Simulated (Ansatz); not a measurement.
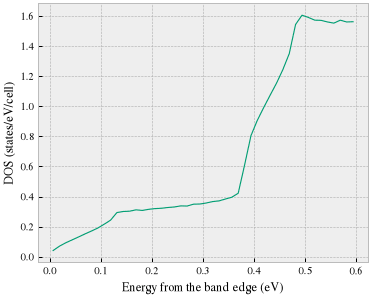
Fig. 1. Density of states of BaTiO$_{3}$ (P4mm) above the conduction band minimum, PBEsol, rigid bands (Ansatz, a program for electronic structure); cell volume 63.3 Å³.

Q: What effective density of states at 300 K does this give (∫ g(E) exp(−E/k_BT) dE, both spins, divided by the cell's size)?

A: 3.2e19 cm⁻³, a density-of-states mass of 1.18 mₑ, valleys and band degeneracy included.

Spin-orbit coupling is left out. Geometry: cell and atoms relaxed with PBEsol.
